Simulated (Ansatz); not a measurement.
**A computed series for Pd: pressure series**

Start from Pd in the fcc (Cu type) structure (space group Fm-3m, No. 225).

```yaml
crystal:
  lattice:
    - [0.00000, 1.93787, 1.93787]
    - [1.93787, 0.00000, 1.93787]
    - [1.93787, 1.93787, 0.00000]
  atoms:
    - { symbol: Pd, position: [0.00000, 0.00000, 0.00000] }
```

Cell and atoms are relaxed at each pressure.

Computed with Ansatz (a program for electronic structure), PBEsol, PAW, cutoff 420 eV, no spin-orbit coupling.

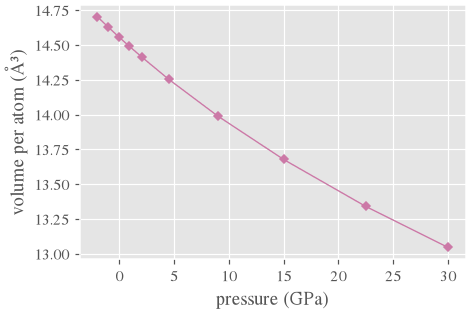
Volume per atom against pressure

**Question.** From the plot, what is the volume per atom for pressure 4.5 GPa?

**Answer.** About 14.3 Å³.

**Question.** Is the trend monotonic over the range shown?

**Answer.** Yes, it falls throughout, spanning 13.05 Å³ to 14.70 Å³.

Load acts through the strain it causes; cell and atoms are relaxed under it. Whether these cells are dynamically stable was not tested. No other phases were tried under pressure. All final runs are without spin polarisation.
